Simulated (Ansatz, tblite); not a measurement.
**B6As6 wurtzite hole sphere (B₆As₆): spin states and exact exchange**

Aim: set other spin states of B6As6 wurtzite hole sphere (B₆As₆) against its singlet, on many levels of theory.

Computed with Ansatz 0.2.0, Gaussian basis. Level: as each input shows.

Plan: triplet, at the geometry of the singlet (GFN1-xTB, GFN2-xTB, PBE0-D4/def2-TZVP, PBE-D4/def2-TZVP); the singlet's energies come from earlier runs.

## (1) The structure

The singlet was relaxed beforehand with PBE-D4/def2-SVP.

12 atoms, charge 0, spin multiplicity 1.

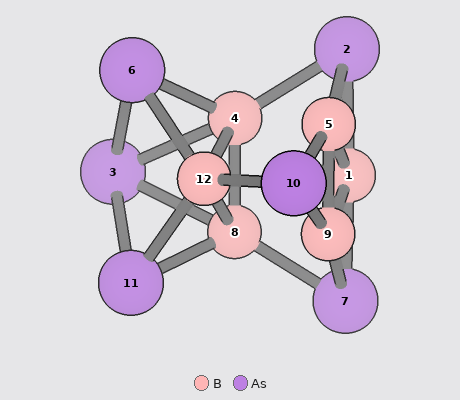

The structure; boron pink, arsenic purple; atoms are numbered from 1 in the order of the file.

## (2) Triplet at the fixed geometry, GFN1-xTB

Tight binding, by tblite at 300 K electronic temperature and without a spin-polarisation term:

```python
tblite.interface.Calculator('GFN1-xTB', numbers, positions, charge=0, uhf=2).singlepoint()
```

Energy -612.8575 eV; 0.04 s.

## (3) Triplet at the fixed geometry, GFN2-xTB

Tight binding, by tblite at 300 K electronic temperature and without a spin-polarisation term:

```python
tblite.interface.Calculator('GFN2-xTB', numbers, positions, charge=0, uhf=2).singlepoint()
```

Energy -579.9691 eV; 0.04 s.

## (4) Triplet at the fixed geometry, PBE0-D4/def2-TZVP

in.yaml

```yaml
crystal:
  periodic: [false, false, false]
  atoms:
    - {symbol: B, position_ang: [-0.007928, -1.009687, -1.356890]}
    - {symbol: As, position_ang: [-2.017572, -1.146977, -1.281125]}
    - {symbol: As, position_ang: [0.006189, -1.126485, 2.490260]}
    - {symbol: B, position_ang: [-0.907002, -0.570758, 0.414742]}
    - {symbol: B, position_ang: [-0.881189, 0.532829, -1.311756]}
    - {symbol: As, position_ang: [-1.689314, 0.569800, 1.880425]}
    - {symbol: As, position_ang: [2.001766, -1.155973, -1.298958]}
    - {symbol: B, position_ang: [0.909104, -0.573740, 0.405755]}
    - {symbol: B, position_ang: [0.872743, 0.528994, -1.320778]}
    - {symbol: As, position_ang: [0.000827, 2.341960, -1.092069]}
    - {symbol: As, position_ang: [1.707387, 0.560171, 1.866340]}
    - {symbol: B, position_ang: [0.004999, 1.049856, 0.604065]}
basis:
  gaussian: {orbitals: def2-TZVP, fitting: {mean_field: def2-universal-jkfit}}
magnetization: {spin_polarized: true, initial_magnetization: 2}
hamiltonian: {xc: pbe0, dispersion: d4}
scf: {omitted_lower_state_checks: [starts]}
output: {orbitals: {seedname: orbitals}}
```

Launch:

```console
ansatz run in.yaml --threads 2 --pin off --events-out ev --progress --plain --max-ram 32768MiB --backend cuda --devices 0, --max-vram 18GiB
```

Standard output:

```text
Functional definition: PBE0
  name "PBE0"
  cite "Adamo & Barone, J. Chem. Phys. 110, 6158 (1999) doi:10.1063/1.478522"
  cite "Perdew, Burke & Ernzerhof, Phys. Rev. Lett. 77, 3865 (1996) doi:10.1103/PhysRevLett.77.3865"
  parent pbe
  parameter a = 0.25
  parameter kappa = 0.804
  parameter beta = 0.06672455060314922
  exchange = (1 - a)*pbe_x(kappa = kappa, mu = beta*pi^2/3) + a*exact_x
  correlation = pbe_c(beta = beta)
these checks for a lower state are left out or cut short: starts
2046 factors; integrals over basis functions are off by at most 2.2e-1 eV
mean field evaluation 1: about -369017.0421 eV, gradient 9.1e1 eV
mean field evaluation 2: about -368585.6367 eV, gradient 2.5e2 eV
mean field evaluation 4: about -369026.2561 eV, gradient 6.9e1 eV
mean field evaluation 8: about -369057.2303 eV, gradient 1.0e0 eV
mean field evaluation 16: about -369057.2367 eV, gradient 3.9e-2 eV
mean field evaluation 32: about -369057.2645 eV, gradient 1.2e-1 eV
mean field -369057.26459136 eV, -13562.6043177340 hartree, gradient 2.9e-6 eV, S^2 2.021776; 0 other end points of the search recorded, 0 dependent functions left out
reference -369057.26462489 eV, -13562.6043189660 hartree; 115, 113 occupied and 359, 361 virtual orbitals, 2046 factors
Total energy: -369058.38174631 eV, -13562.6453724211 hartree
Checks for a lower state left out: starts
```

Run time: 16 s. Hardware: 1 × H100 (card shared with other runs) with 2 threads of AMD EPYC 7R13, shared host; peak host memory 1.1 GiB.

From the report: HOMO -4.12 eV, LUMO -4.15 eV (over both spins; with the spin held, an empty level of the minority spin lies below the top filled one); ⟨S²⟩ 2.022 (pure: 2.00).

## (5) Triplet at the fixed geometry, PBE-D4/def2-TZVP

start.molden holds the orbitals of an earlier run on this state, given as this run's starting guess.

in.yaml, as its differences from that of step 4:

```diff
@@ -16,5 +16,5 @@
 basis:
-  gaussian: {orbitals: def2-TZVP, fitting: {mean_field: def2-universal-jkfit}}
+  gaussian: {orbitals: def2-TZVP, fitting: {mean_field: def2-universal-jkfit}, initial_orbitals: start.molden}
 magnetization: {spin_polarized: true, initial_magnetization: 2}
-hamiltonian: {xc: pbe0, dispersion: d4}
+hamiltonian: {xc: pbe, dispersion: d4}
 scf: {omitted_lower_state_checks: [starts]}
```

Launched as before.

Standard output:

```text
Functional definition: PBE
  name "PBE"
  cite "Perdew, Burke & Ernzerhof, Phys. Rev. Lett. 77, 3865 (1996) doi:10.1103/PhysRevLett.77.3865"
  parent pbe
  parameter kappa = 0.804
  parameter beta = 0.06672455060314922
  exchange = pbe_x(kappa = kappa, mu = beta*pi^2/3)
  correlation = pbe_c(beta = beta)
these checks for a lower state are left out or cut short: starts
2046 factors; integrals over basis functions are off by at most 2.2e-1 eV
mean field evaluation 1: about -369046.2917 eV, gradient 1.4e1 eV
mean field evaluation 2: about -369046.6227 eV, gradient 4.4e-1 eV
mean field evaluation 4: about -369046.6203 eV, gradient 7.9e-2 eV
mean field evaluation 8: about -369046.6203 eV, gradient 2.9e-4 eV
mean field evaluation 16: about -369046.6203 eV, gradient 6.1e-6 eV
mean field -369046.62029099 eV, -13562.2131469101 hartree, gradient 6.1e-6 eV, S^2 2.008653; 0 other end points of the search recorded, 0 dependent functions left out
reference -369046.62033580 eV, -13562.2131485568 hartree; 115, 113 occupied and 359, 361 virtual orbitals, 2046 factors
Total energy: -369047.90128423 eV, -13562.2602225435 hartree
Checks for a lower state left out: starts
```

Wall time 12 s (1 × H100 (card shared with other runs) with 2 threads of AMD EPYC 7R13, shared host); peak host memory 1.1 GiB.

Report: HOMO -3.40 eV, LUMO -4.72 eV (over both spins; with the spin held, an empty level of the minority spin lies below the top filled one); ⟨S²⟩ 2.009 (pure: 2.00).

## (6) Triplet less singlet, vertical

The singlet's energies are those of its earlier runs, whose logs aren't repeated here.

| level | triplet less singlet, vertical (kcal/mol) | time |
| --- | --- | --- |
| GFN1-xTB | +38.7 | 0.074 s |
| GFN2-xTB | +39.5 | 0.073 s |
| PBE-D4/def2-TZVP | +34.2 | 15 s |
| PBE0-D4/def2-TZVP | +35.9 | 22 s |

Times add the two runs; a level without a time comes out of a correlated run. Tight binding without a spin term can't rank spin states.

## (7) What came out

| quantity | value |
| --- | --- |
| triplet less singlet, vertical, functionals in def2-TZVP | +34.2 (PBE-D4) to +35.9 kcal/mol (PBE0-D4) |

In words: All functionals put the triplet above the singlet, over a spread of 1.7 kcal/mol. The checks for a lower triplet were left out, so another state of that spin may lie lower. These are electronic energies, without zero-point motion, entropy or surroundings.
